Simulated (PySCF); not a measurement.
Run report: C₃H₁₂O₄Si₂, NMR shielding calculation

C₃H₁₂O₄Si₂ ((OMe)3Si-O-SiH3), computed with GIAO PBE0/pcSseg-1 NMR shielding, non-relativistic, gas phase (PySCF 2.14.0).

The geometry comes from this level: PBE0-D3(BJ)/def2-SVP. It belongs to a series of runs on one base structure; here: OMe, O. Figures and captions count atoms from 1; the log counts them from 0 in places.

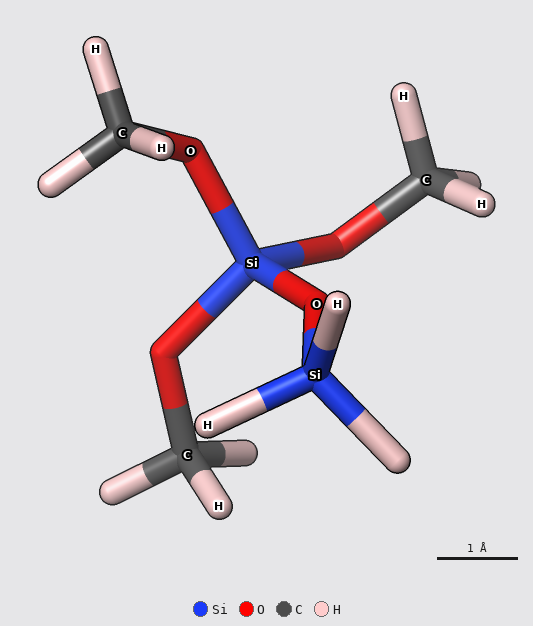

Fig. 1: The structure as given in the input (stick view, seen at a tilt).

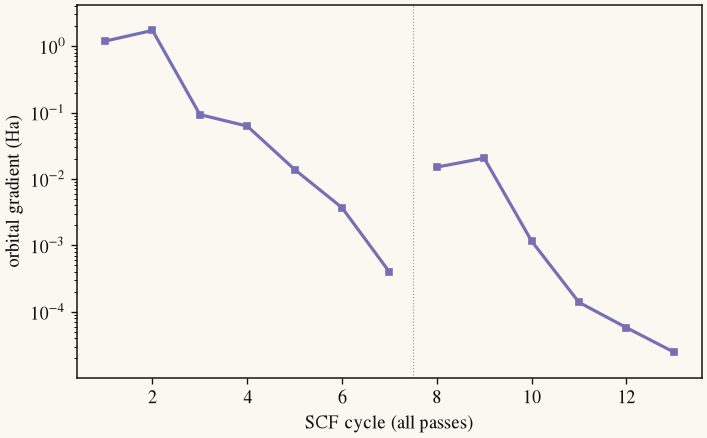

Fig. 2: Convergence of the self-consistent field: orbital gradient against the SCF cycle. The dotted line marks the change from a coarse to the final integration grid. The first 7 cycles use a coarse grid, the final grid takes over at cycle 8, and the field converges after 13 cycles in all.

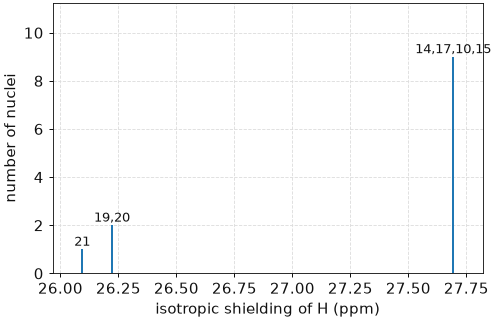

Fig. 3: Isotropic shieldings of the hydrogen nuclei in this fixed geometry, labelled by atom number; shielding grows to the right, so chemical shift grows to the left. The least shielded is H21 (26.1 ppm), the most shielded H13 (27.8 ppm).

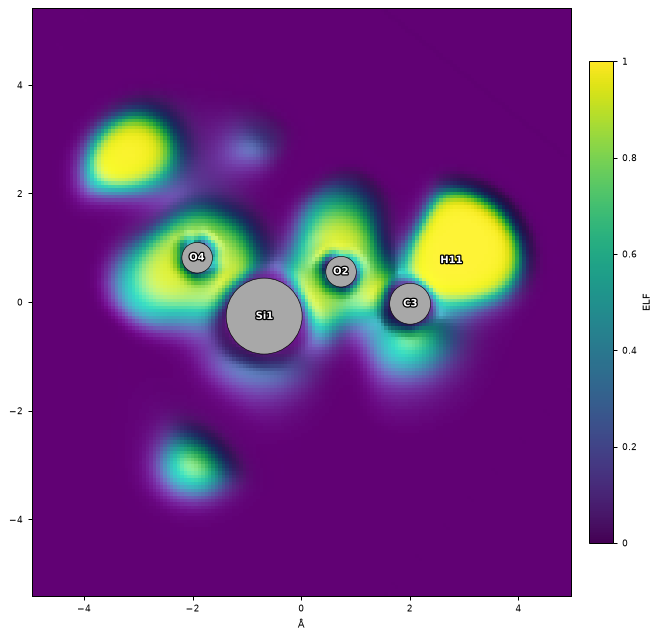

Fig. 4: Electron localisation function on the plane of atoms Si1, O2 and C3. Grey discs, where drawn, cover atomic cores. The section cuts through Si, O, C and H sites. C–O (1.40 Å): the ELF peaks at about 0.90 between the atoms (a polar covalent bond). Si–O (1.64 Å): the ELF peaks at about 0.85 between the atoms (a shared but strongly polarised pair). C–H (1.10 Å): the ELF climbs to about 1 towards the hydrogen, as it does in any bond to H (a covalent bond by its length).

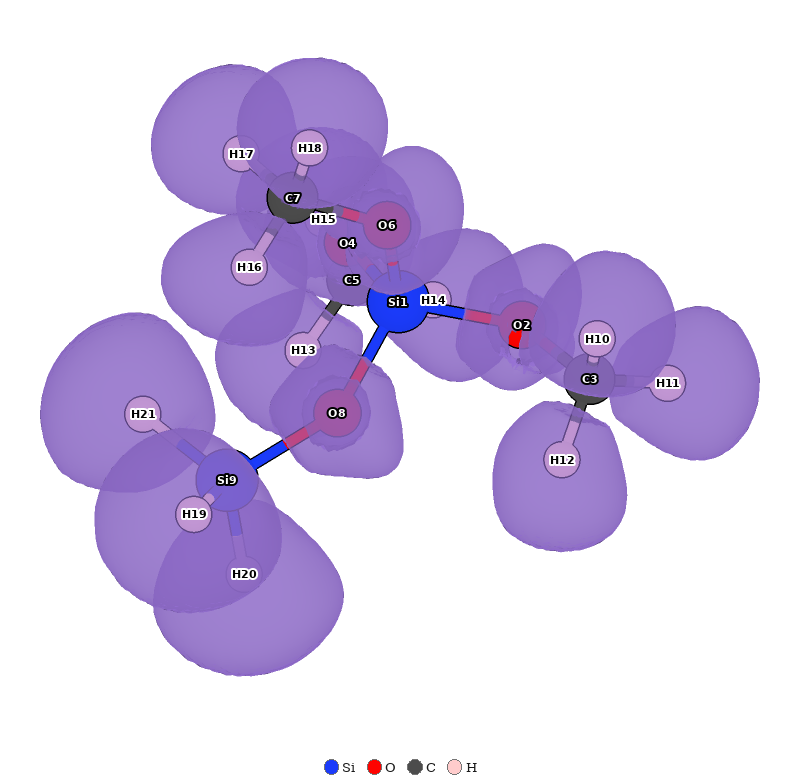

Fig. 5: Isosurface of the ELF at 0.75 (purple), seen from the side. Core shells and regions of very low density are left out. Values along the shortest contacts: Si–O (1.64 Å): the ELF peaks at about 0.85 between the atoms, which marks a polar covalent bond.

These pictures come from the run below.

## Input file
```
{"job": {"kind": "nmr", "xc": "PBE0", "basis": "pcSseg-1"}, "charge": 0, "multiplicity": 1}
Si    -0.502341    -0.242700    -0.008532
O     -1.888795     0.451305     0.510684
C     -2.191657     0.746561     1.847900
O     -0.529058    -0.323099    -1.645372
C     -0.742471     0.765398    -2.502792
O     -0.389371    -1.758432     0.600979
C      0.727362    -2.594565     0.476715
O      0.780245     0.656060     0.504763
Si     2.324023     1.168499     0.202840
H     -2.215412    -0.165574     2.468621
H     -3.185325     1.216938     1.887926
H     -1.458290     1.446008     2.286188
H      0.109473     1.469785    -2.493215
H     -1.654978     1.323730    -2.232887
H     -0.857681     0.388192    -3.529817
H      1.633632    -2.140781     0.918447
H      0.940549    -2.837861    -0.578713
H      0.526179    -3.534792     1.011478
H      3.211650     0.754350     1.328374
H      2.340930     2.655929     0.085760
H      2.834597     0.571048    -1.068938
```

The first line tells a small driver script what to run in PySCF; the rest is the geometry in Å.

Launch command:
```bash
OMP_NUM_THREADS=2 python <driver script> task.json out
```

## What the program printed
```
coarse grid: 18296 points
cycle   1  E = -1000.4941380453  dE =  1.035e+00  |g| = 1.189e+00  |ddm| = 4.037e+00
cycle   2  E = -1000.2126844285  dE =  2.815e-01  |g| = 1.722e+00  |ddm| = 1.924e+00
cycle   3  E = -1000.7356713709  dE = -5.230e-01  |g| = 9.319e-02  |ddm| = 1.258e+00
cycle   4  E = -1000.7366649460  dE = -9.936e-04  |g| = 6.245e-02  |ddm| = 1.013e-01
cycle   5  E = -1000.7373443001  dE = -6.794e-04  |g| = 1.389e-02  |ddm| = 4.602e-02
cycle   6  E = -1000.7373742150  dE = -2.991e-05  |g| = 3.696e-03  |ddm| = 9.765e-03
cycle   7  E = -1000.7373770129  dE = -2.798e-06  |g| = 3.982e-04  |ddm| = 2.591e-03
final grid: 166776 points
cycle   8  E = -1000.8305297066  dE = -1.901e-05  |g| = 1.509e-02  |ddm| = 2.059e-02
cycle   9  E = -1000.8304961787  dE =  3.353e-05  |g| = 2.059e-02  |ddm| = 1.819e-02
cycle  10  E = -1000.8305698434  dE = -7.366e-05  |g| = 1.163e-03  |ddm| = 1.109e-02
cycle  11  E = -1000.8305701397  dE = -2.964e-07  |g| = 1.392e-04  |ddm| = 9.436e-04
cycle  12  E = -1000.8305701434  dE = -3.650e-09  |g| = 5.797e-05  |ddm| = 1.511e-04
cycle  13  E = -1000.8305701439  dE = -5.241e-10  |g| = 2.487e-05  |ddm| = 5.640e-05
converged SCF energy = -1000.8305701439

GIAO shielding tensors (ppm)
atom      isotropic    diamagn.    paramagn.     s11        s22        s33       span
  0 Si     437.330     886.272    -448.942    417.454    444.745    449.791     32.337
  1 O      312.129     400.535     -88.406    247.645    326.311    362.433    114.788
  2 C      132.376     242.170    -109.795    105.750    107.250    184.127     78.377
  3 O      313.340     401.408     -88.069    252.658    325.729    361.632    108.974
  4 C      132.487     243.041    -110.555    105.705    108.254    183.501     77.796
  5 O      310.715     400.125     -89.410    247.194    322.669    362.282    115.088
  6 C      132.707     243.825    -111.118    106.360    108.037    183.725     77.365
  7 O      304.936     405.286    -100.349    269.505    313.048    332.256     62.752
  8 Si     391.801     879.979    -488.178    344.796    360.345    470.264    125.468
  9 H       27.657      28.872      -1.215     23.016     25.678     34.277     11.261
 10 H       27.729      27.362       0.368     23.278     25.102     34.808     11.530
 11 H       27.688      29.813      -2.125     22.815     26.200     34.048     11.233
 12 H       27.795      30.670      -2.874     22.939     26.409     34.038     11.099
 13 H       27.618      29.470      -1.852     22.870     25.964     34.020     11.150
 14 H       27.664      27.932      -0.268     23.271     24.991     34.730     11.459
 15 H       27.775      30.876      -3.101     23.005     26.615     33.706     10.701
 16 H       27.642      29.984      -2.342     23.283     25.586     34.055     10.772
 17 H       27.673      27.847      -0.174     23.186     25.122     34.711     11.525
 18 H       26.217      29.096      -2.879     22.714     24.434     31.503      8.788
 19 H       26.228      29.157      -2.930     22.784     24.341     31.558      8.774
 20 H       26.094      30.271      -4.177     22.698     24.867     30.717      8.019
```

## Results in brief

| quantity | value |
| --- | --- |
| outcome | converged |
| total energy | −1000.830570 hartree |
| HOMO | −8.17 eV |
| LUMO | 0.21 eV |
| dipole moment | 1.46 D |
| isotropic shielding, Si | 391.8 to 437.3 ppm |
| isotropic shielding, O | 304.9 to 313.3 ppm |
| isotropic shielding, C | 132.4 to 132.7 ppm |
| isotropic shielding, H | 26.1 to 27.8 ppm |
| hardware | 2 CPU threads, shared host |
| wall time | 36 s (CPU time 89 s) |
| peak memory | 2.1 GiB |
